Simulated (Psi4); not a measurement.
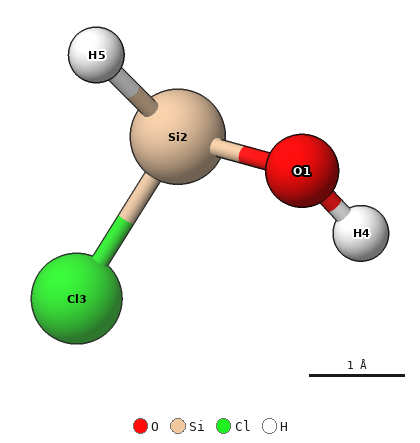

Figure 1. The structure as given in the input (ball-and-stick view, seen at a tilt; atoms are numbered from 1 in the order of the input).

## SiH2ClO: single-point calculation

The run: single-point calculation of SiH2ClO, multiplicity 2, SMILES O[SiH]Cl. Method and program: B2PLYP/def2-TZVP, UKS (Psi4 1.11).

The geometry comes from this level: PBE0-D4/def2-TZVP.

What the program printed:
```
Psi4 1.11 release

  Memory set to   1.490 GiB by Python driver.

   => Loading Basis Set <=

    Name: DEF2-TZVP
    Role: ORBITAL
    Keyword: BASIS

         ---------------------------------------------------------
                                   SCF
                              UKS Reference
                        1 Threads,   1525 MiB Core
         ---------------------------------------------------------

  ==> Geometry <==

    Molecular point group: c1
    Full point group: C1

    Geometry (in Angstrom), charge = 0, multiplicity = 2:

       Center              X                  Y                   Z               Mass
    ------------   -----------------  -----------------  -----------------  -----------------
         O           -0.806100000000    -0.432000000000    -0.746500000000    15.994914619570
         SI          -0.092300000000     0.479800000000     0.414000000000    27.976926534650
         CL           1.606600000000    -0.440800000000     1.143600000000    34.968852682000
         H           -1.024100000000    -1.343200000000    -0.540000000000     1.007825032230
         H            0.316000000000     1.736300000000    -0.271100000000     1.007825032230

  Running in c1 symmetry.

  Rotational constants: A =      0.72661  B =      0.10385  C =      0.09348 [cm^-1]
  Rotational constants: A =  21783.17530  B =   3113.29866  C =   2802.33008 [MHz]
  Nuclear repulsion =  141.009384922701543

  Charge       = 0
  Multiplicity = 2
  Electrons    = 41
  Nalpha       = 21
  Nbeta        = 20

  ==> Algorithm <==

  SCF Algorithm Type is PK.
  DIIS enabled.
  MOM disabled.
  Fractional occupation disabled.
  Guess Type is SAD.
  Energy threshold   = 1.00e-09
  Density threshold  = 1.00e-08
  Integral threshold = 1.00e-12

  ==> Primary Basis <==

  Basis Set: DEF2-TZVP
    Blend: DEF2-TZVP
    Number of shells: 45
    Number of basis functions: 117
    Number of Cartesian functions: 132
    Spherical Harmonics?: true
    Max angular momentum: 3

  ==> DFT Potential <==

   => LibXC <=

    Version 7.1.2

   => Composite Functional: B2PLYP <=

    B2PLYP Double Hybrid Exchange-Correlation Functional

    Deriv               =              1
    GGA                 =           TRUE
    Meta                =          FALSE

    Exchange Hybrid     =           TRUE
    MP2 Hybrid          =           TRUE

   => Exchange Functionals <=

    0.4700     XC_GGA_X_B88

   => Exact (HF) Exchange <=

    0.5300               HF

   => Correlation Functionals <=

    0.7300     XC_GGA_C_LYP

   => MP2 Correlation <=

    0.2700       MP2

   => LibXC Density Thresholds  <==

    XC_GGA_C_LYP:  1.00E-14
    XC_GGA_X_B88:  1.00E-15

   => Molecular Quadrature <=

    Radial Scheme          =       TREUTLER
    Pruning Scheme         =           NONE
    Nuclear Scheme         =       TREUTLER

    Blocking Scheme        =         OCTREE
    BS radius alpha        =              1
    Pruning alpha          =              1
    Radial Points          =             99
    Spherical Points       =            590
    Total Points           =         278826
    Total Blocks           =           2076
    Max Points             =            256
    Max Functions          =            114
    Weights Tolerance      =       1.00E-15

  ==> Integral Setup <==

  Using in-core PK algorithm.
   Calculation information:
      Number of atoms:                   5
      Number of AO shells:              45
      Number of primitives:             86
      Number of atomic orbitals:       132
      Number of basis functions:       117

      Integral cutoff                 1.00e-12
      Number of threads:                 1

  Performing in-core PK
  Using 47658312 doubles for integral storage.
  We computed 467581 shell quartets total.
  Whereas there are 536130 unique shell quartets.

  ==> DiskJK: Disk-Based J/K Matrices <==

    J tasked:                  Yes
    K tasked:                  Yes
    wK tasked:                  No
    Memory [MiB]:             1029
    Schwarz Cutoff:          1E-12

  Cached 14.3% of DFT collocation blocks in 0.101 [GiB].

  Minimum eigenvalue in the overlap matrix is 3.2870863088E-03.
  Reciprocal condition number of the overlap matrix is 6.1599630390E-04.
    Using symmetric orthogonalization.

  ==> Pre-Iterations <==

  SCF Guess: Superposition of Atomic Densities via on-the-fly atomic UHF (no occupation information).

   -------------------------
    Irrep   Nso     Nmo
   -------------------------
     A        117     117
   -------------------------
    Total     117     117
   -------------------------

  ==> Iterations <==

                        Total Energy        Delta E     RMS |[F,P]|

   @UKS iter SAD:  -825.25375385076450   -8.25254e+02   0.00000e+00
   @UKS iter   1:  -825.61285734418982   -3.59103e-01   5.51856e-03 ADIIS/DIIS
   @UKS iter   2:  -825.55650464986979    5.63527e-02   6.32394e-03 ADIIS/DIIS
   @UKS iter   3:  -825.74973702147713   -1.93232e-01   6.76509e-04 ADIIS/DIIS
   @UKS iter   4:  -825.75192992507573   -2.19290e-03   1.22279e-04 ADIIS/DIIS
   @UKS iter   5:  -825.75208133301339   -1.51408e-04   3.49534e-05 DIIS
   @UKS iter   6:  -825.75209617324037   -1.48402e-05   1.24622e-05 DIIS
   @UKS iter   7:  -825.75209844392236   -2.27068e-06   3.94181e-06 DIIS
   @UKS iter   8:  -825.75209865290094   -2.08979e-07   1.58667e-06 DIIS
   @UKS iter   9:  -825.75209869375180   -4.08509e-08   4.18092e-07 DIIS
   @UKS iter  10:  -825.75209869774790   -3.99609e-09   1.10728e-07 DIIS
   @UKS iter  11:  -825.75209869798653   -2.38629e-10   3.33987e-08 DIIS
   @UKS iter  12:  -825.75209869800426   -1.77351e-11   1.21359e-08 DIIS
   @UKS iter  13:  -825.75209869800801   -3.75167e-12   4.97429e-09 DIIS
  Energy and wave function converged.

  ==> Post-Iterations <==

   Electrons on quadrature grid:
      Nalpha   =   21.0000004307 ; deviation = 4.307e-07
      Nbeta    =   20.0000004445 ; deviation = 4.445e-07
      Ntotal   =   41.0000008752 ; deviation = 8.752e-07

   @Spin Contamination Metric:   3.462998130E-03
   @S^2 Expected:                7.500000000E-01
   @S^2 Observed:                7.534629981E-01
   @S   Expected:                5.000000000E-01
   @S   Observed:                5.000000000E-01

    Orbital Energies [Eh]
    ---------------------

    Alpha Occupied:

       1A   -102.905508     2A    -67.289361     3A    -19.753160
       4A     -9.912505     5A     -7.551018     6A     -7.547410
       7A     -7.546949     8A     -5.682886     9A     -3.940205
      10A     -3.936145    11A     -3.934205    12A     -1.174467
      13A     -0.945488    14A     -0.664620    15A     -0.549336
      16A     -0.489748    17A     -0.468042    18A     -0.438598
      19A     -0.400316    20A     -0.391195    21A     -0.270977

    Alpha Virtual:

      22A      0.043808    23A      0.066965    24A      0.107394
      25A      0.118190    26A      0.196460    27A      0.209164
      28A      0.217159    29A      0.245148    30A      0.272042
      31A      0.284780    32A      0.309243    33A      0.343836
      34A      0.406839    35A      0.423191    36A      0.431829
      37A      0.467334    38A      0.488530    39A      0.523270
      40A      0.543905    41A      0.558735    42A      0.605776
      43A      0.647821    44A      0.647963    45A      0.690071
      46A      0.701923    47A      0.726488    48A      0.800804
      49A      0.989680    50A      1.014952    51A      1.032239
      52A      1.047621    53A      1.066530    54A      1.088785
      55A      1.138250    56A      1.143892    57A      1.201819
      58A      1.234906    59A      1.272023    60A      1.328539
      61A      1.344031    62A      1.392205    63A      1.491412
      64A      1.527851    65A      1.670918    66A      1.710124
      67A      1.795595    68A      1.874979    69A      1.904665
      70A      1.924609    71A      1.949191    72A      1.984039
      73A      1.994383    74A      2.059937    75A      2.079569
      76A      2.149940    77A      2.212127    78A      2.224020
      79A      2.237775    80A      2.287188    81A      2.315144
      82A      2.341526    83A      2.356018    84A      2.360900
      85A      2.395846    86A      2.435219    87A      2.540046
      88A      2.609294    89A      2.655044    90A      2.777560
      91A      2.823311    92A      2.877666    93A      2.981725
      94A      3.038594    95A      3.498478    96A      3.951837
      97A      5.289022    98A      5.297545    99A      5.333982
     100A      5.368387   101A      5.571191   102A      5.615363
     103A      6.279952   104A      6.353437   105A      6.435317
     106A      6.558442   107A      6.664650   108A      6.726180
     109A      6.758923   110A      7.035719   111A      7.180653
     112A     10.811357   113A     11.022842   114A     11.033006
     115A     11.528626   116A     25.122832   117A     44.028307

    Beta Occupied:

       1A   -102.904401     2A    -67.284767     3A    -19.749600
       4A     -9.911466     5A     -7.548675     6A     -7.546373
       7A     -7.545448     8A     -5.676712     9A     -3.933245
      10A     -3.931465    11A     -3.926409    12A     -1.165448
      13A     -0.938430    14A     -0.654882    15A     -0.531933
      16A     -0.475705    17A     -0.447985    18A     -0.424008
      19A     -0.390739    20A     -0.387914

    Beta Virtual:

      21A     -0.045314    22A      0.052839    23A      0.080756
      24A      0.118816    25A      0.129863    26A      0.201233
      27A      0.222866    28A      0.230743    29A      0.251243
      30A      0.290669    31A      0.299223    32A      0.321431
      33A      0.365017    34A      0.416325    35A      0.426137
      36A      0.437868    37A      0.474330    38A      0.496258
      39A      0.532996    40A      0.550022    41A      0.562315
      42A      0.611887    43A      0.652767    44A      0.658647
      45A      0.699998    46A      0.707808    47A      0.733053
      48A      0.804474    49A      1.002836    50A      1.021187
      51A      1.042836    52A      1.065707    53A      1.081904
      54A      1.103633    55A      1.146925    56A      1.169260
      57A      1.208773    58A      1.249830    59A      1.289307
      60A      1.340186    61A      1.367359    62A      1.404786
      63A      1.497918    64A      1.537135    65A      1.675705
      66A      1.715187    67A      1.798272    68A      1.878830
      69A      1.907294    70A      1.932965    71A      1.954927
      72A      1.989067    73A      1.999503    74A      2.064417
      75A      2.087783    76A      2.156845    77A      2.215170
      78A      2.227441    79A      2.241138    80A      2.291295
      81A      2.323046    82A      2.346273    83A      2.361272
      84A      2.362081    85A      2.400009    86A      2.438197
      87A      2.543982    88A      2.615939    89A      2.658358
      90A      2.788079    91A      2.827664    92A      2.883524
      93A      2.988761    94A      3.042447    95A      3.503109
      96A      3.953573    97A      5.293589    98A      5.302182
      99A      5.339252   100A      5.373268   101A      5.573980
     102A      5.618704   103A      6.296416   104A      6.357868
     105A      6.439250   106A      6.565733   107A      6.672766
     108A      6.732755   109A      6.765412   110A      7.041978
     111A      7.183132   112A     10.817693   113A     11.025255
     114A     11.033677   115A     11.532588   116A     25.124332
     117A     44.031023

    Final Occupation by Irrep:
              A
    DOCC [    20 ]
    SOCC [     1 ]
    NA   [    21 ]
    NB   [    20 ]

  @UKS Final Energy:  -825.75209869800801

   => Energetics <=

    Nuclear Repulsion Energy =            141.0093849227015426
    One-Electron Energy =               -1422.3842916484973102
    Two-Electron Energy =                 483.5742659110864565
    DFT Exchange-Correlation Energy =     -27.9514578832985201
    Empirical Dispersion Energy =           0.0000000000000000
    VV10 Nonlocal Energy =                  0.0000000000000000
    Total Energy =                       -825.7520986980078987

  UHF NO Occupations:
  HONO-2 :   19  A 1.9997059
  HONO-1 :   20  A 1.9988746
  HONO-0 :   21  A 1.0000000
  LUNO+0 :   22  A 0.0011254
  LUNO+1 :   23  A 0.0002941
  LUNO+2 :   24  A 0.0002245
  LUNO+3 :   25  A 0.0000312

Computation Completed

Properties will be evaluated at   0.000000,   0.000000,   0.000000 [a0]

Properties computed using the SCF density matrix

 Multipole Moments:

 ------------------------------------------------------------------------------------
     Multipole            Electronic (a.u.)      Nuclear  (a.u.)        Total (a.u.)
 ------------------------------------------------------------------------------------

 L = 1.  Multiply by 2.5417464519 to convert [e a0] to [Debye]
 Dipole X            :        -36.1090830           35.6460929           -0.4629901
 Dipole Y            :          7.0162728           -7.2552255           -0.2389527
 Dipole Z            :        -34.7820269           34.8731949            0.0911680
 Magnitude           :                                                    0.5289327

 ------------------------------------------------------------------------------------

	total time  =         27 seconds =       0.45 minutes

   => Loading Basis Set <=

    Name: (DEF2-TZVP AUX)
    Role: RIFIT
    Keyword: DF_BASIS_MP2

	 --------------------------------------------------------
	                          DF-MP2
	      2nd-Order Density-Fitted Moller-Plesset Theory
	              UMP2 Wavefunction,   1 Threads

	 --------------------------------------------------------

	 --------------------------------------------------------
	                 NBF =   117, NAUX =   332
	 --------------------------------------------------------
	   CLASS    FOCC     OCC    AOCC    AVIR     VIR    FVIR
	   ALPHA      11      21      10      96      96       0
	    BETA      11      20       9      97      97       0
	 --------------------------------------------------------

	-----------------------------------------------------------
	 ==================> DF-MP2 Energies <====================
	-----------------------------------------------------------
	 Reference Energy          =    -825.7520986980080124 [Eh]
	 Singles Energy            =      -0.0000000000000000 [Eh]
	 Same-Spin Energy          =      -0.1598010373141925 [Eh]
	 Opposite-Spin Energy      =      -0.4710513881832179 [Eh]
	 Correlation Energy        =      -0.6308524254974104 [Eh]
	 Total Energy              =    -826.3829511235054497 [Eh]
	-----------------------------------------------------------
	 ================> DF-SCS-MP2 Energies <==================
	-----------------------------------------------------------
	 SCS Same-Spin Scale       =       0.3333333333333333 [-]
	 SCS Opposite-Spin Scale   =       1.2000000000000000 [-]
	 SCS Same-Spin Energy      =      -0.0532670124380642 [Eh]
	 SCS Opposite-Spin Energy  =      -0.5652616658198615 [Eh]
	 SCS Correlation Energy    =      -0.6185286782579257 [Eh]
	 SCS Total Energy          =    -826.3706273762659293 [Eh]
	-----------------------------------------------------------

    B2PLYP Energy Summary
    ---------------------
    DFT Reference Energy                  =  -825.7520986980080124
    Scaled MP2 Correlation                =    -0.1703301548843008
    @Final double-hybrid DFT total energy =  -825.9224288528922671

	total time  =          1 seconds =       0.02 minutes

  Variable Map:
  ----------------------------------------------------------------------------
  "B2PLYP DOUBLE-HYBRID CORRECTION ENERGY" =>      -0.170330154884
  "B2PLYP TOTAL ENERGY"                    =>    -825.922428852892
  "CURRENT ENERGY"                         =>    -825.922428852892
  "CURRENT REFERENCE ENERGY"               =>    -825.752098698008
  "DD SOLVATION ENERGY"                    =>       0.000000000000
  "DFT FUNCTIONAL TOTAL ENERGY"            =>    -825.752098698008
  "DFT TOTAL ENERGY"                       =>    -825.922428852892
  "DFT VV10 ENERGY"                        =>       0.000000000000
  "DFT XC ENERGY"                          =>     -27.951457883299
  "DOUBLE-HYBRID CORRECTION ENERGY"        =>      -0.170330154884
  "GRID ELECTRONS ALPHA"                   =>      21.000000430718
  "GRID ELECTRONS BETA"                    =>      20.000000444522
  "GRID ELECTRONS TOTAL"                   =>      41.000000875240
  "NUCLEAR REPULSION ENERGY"               =>     141.009384922702
  "ONE-ELECTRON ENERGY"                    =>   -1422.384291648497
  "PCM POLARIZATION ENERGY"                =>       0.000000000000
  "PE ENERGY"                              =>       0.000000000000
  "SCF ITERATION ENERGY"                   =>    -825.752098698008
  "SCF ITERATIONS"                         =>      13.000000000000
  "SCF TOTAL ENERGY"                       =>    -825.752098698008
  "TWO-ELECTRON ENERGY"                    =>     483.574265911086
  "XC GRID RADIAL POINTS"                  =>      99.000000000000
  "XC GRID SPHERICAL POINTS"               =>     590.000000000000
  "XC GRID TOTAL POINTS"                   =>  278826.000000000000

  Array Variable Map:
  ----------------------------------------------------------------------------
  "CURRENT DIPOLE"                         =>      -0.462990084221 ... 0.091168039274 1 by 3
  "SCF DIPOLE"                             =>      -0.462990084221 ... 0.091168039274 1 by 3
  "SCF TOTAL ENERGIES"                     =>    -825.253753850764 ... -825.752098698008 1 by 14

    Psi4 run time: 0:00:28.22
```

The run was set up as follows.

The input (job.inp):
```
memory 1600 mb

molecule {
  0 2
  O     -0.806100    -0.432000    -0.746500
  Si    -0.092300     0.479800     0.414000
  Cl     1.606600    -0.440800     1.143600
  H     -1.024100    -1.343200    -0.540000
  H      0.316000     1.736300    -0.271100
  symmetry c1
  no_reorient
  no_com
}

set globals {
  basis                def2-TZVP
  reference            uks
  puream               true
  e_convergence        1e-09
  d_convergence        1e-08
  scf_type             pk
  dft_radial_points    99
  dft_spherical_points 590
  num_frozen_docc      11
  maxiter              200
}

e = energy("b2plyp")
print_variables()
```

Run as:
```bash
psi4 -n 1 job.inp job.out
```

Summary:

- outcome: converged
- total energy: −825.922429 hartree
- SCF energy: −825.752099 hartree
- basis functions: 117
- ⟨S²⟩: 0.753
- hardware: 1 thread of Intel Xeon (Sapphire Rapids), 192 GiB of memory available, shared host
- wall time: 30 s
- peak memory: 0.69 GiB
